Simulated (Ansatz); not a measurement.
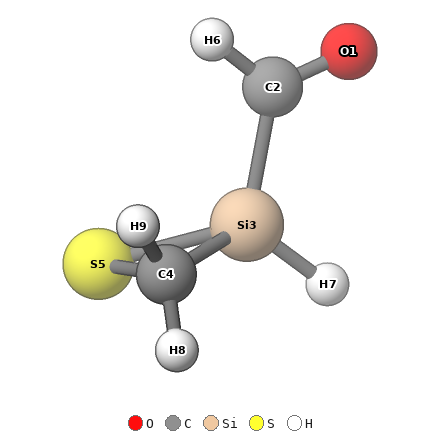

The system is C₂H₄OSSi (SMILES O=C[SiH]1CS1) with the probe H2O; the picture shows it without the atoms that are moved over the map. The probe is moved over a plane parallel to the molecule's main plane, 4.59 Å above it. The first coordinate is: x of the probe's H atom; the second: y of the probe's H atom. Nothing is relaxed (molecule and probe rigid, the probe upright with H nearest the plane). Grid: 15 × 13 points. Energies are in kJ/mol, from the lowest grid point. The calculation used Ansatz, RKS r2SCAN-D4/def2-SVP.

Range: x of the probe's H atom from −3.57 to 3.57 Å; y of the probe's H atom from −3.06 to 3.06 Å.

Question: Predict the map.

Answer: The lowest grid point is at x of the probe's H atom = 3.06 Å, y of the probe's H atom = 0.00 Å. There is a further well near x of the probe's H atom = −0.51 Å, y of the probe's H atom = −1.02 Å (0.83 kJ/mol above the lowest at that grid point). The highest grid point, x of the probe's H atom = −3.57 Å, y of the probe's H atom = 2.55 Å, lies 2.96 kJ/mol above the lowest. On the interpolated surface the easiest way out of the lowest well to the well at about x of the probe's H atom = −0.65 Å, y of the probe's H atom = −0.82 Å passes a barrier of about 0.9 kJ/mol. Near the minimum the curvatures are about 0.005 and 0.0059 eV/Å² along the soft and the stiff direction.

```
y of the probe's H atom ↓, x of the probe's H atom →  −3.57  −3.06  −2.55  −2.04  −1.53  −1.02  −0.51  0.00  0.51  1.02  1.53  2.04  2.55  3.06  3.57
                                                3.06   2.95   2.94   2.88   2.77   2.61   2.41   2.19  1.99  1.80  1.62  1.46  1.31  1.19  1.13  1.11
                                                2.55   2.96   2.96   2.90   2.77   2.56   2.29   2.02  1.79  1.61  1.45  1.29  1.13  1.00  0.93  0.92
                                                2.04   2.91   2.91   2.85   2.67   2.40   2.05   1.73  1.50  1.36  1.23  1.08  0.91  0.77  0.70  0.70
                                                1.53   2.76   2.77   2.68   2.47   2.13   1.75   1.45  1.28  1.20  1.08  0.90  0.70  0.53  0.45  0.47
                                                1.02   2.52   2.51   2.41   2.18   1.83   1.48   1.29  1.28  1.26  1.09  0.81  0.52  0.32  0.23  0.26
                                                0.51   2.20   2.16   2.05   1.83   1.51   1.25   1.22  1.36  1.39  1.16  0.76  0.40  0.16  0.06  0.11
                                                0.00   1.83   1.77   1.66   1.47   1.22   1.03   1.05  1.23  1.29  1.07  0.70  0.34  0.09  0.00  0.06
                                               −0.51   1.49   1.41   1.31   1.18   0.99   0.85   0.85  0.96  1.02  0.90  0.64  0.35  0.14  0.06  0.11
                                               −1.02   1.24   1.15   1.08   1.01   0.93   0.85   0.83  0.87  0.90  0.84  0.68  0.47  0.30  0.22  0.26
                                               −1.53   1.10   1.03   0.99   0.99   1.01   1.02   1.02  1.04  1.03  0.98  0.84  0.66  0.51  0.44  0.46
                                               −2.04   1.08   1.03   1.03   1.07   1.15   1.23   1.28  1.28  1.26  1.17  1.04  0.88  0.74  0.67  0.69
                                               −2.55   1.15   1.12   1.14   1.20   1.30   1.39   1.45  1.47  1.43  1.34  1.20  1.07  0.96  0.90  0.90
                                               −3.06   1.25   1.25   1.28   1.34   1.43   1.50   1.56  1.57  1.52  1.44  1.34  1.23  1.14  1.10  1.10
```

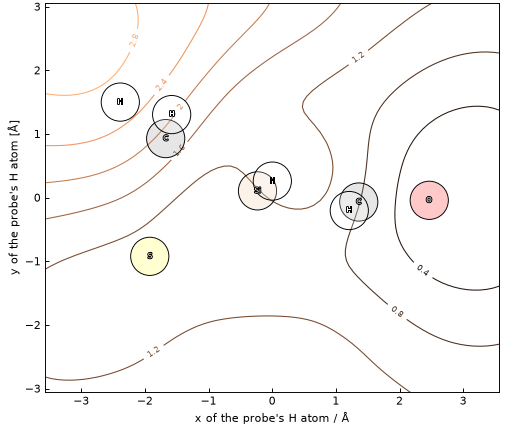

Drawn: contour lines labelled in kJ/mol, labelled circles for the molecule's atoms, projected on the plane. Between grid points the surface is interpolated.

Time for the 195 points that were run: 53 min on 1 thread of Arm Neoverse N1 (shared host).
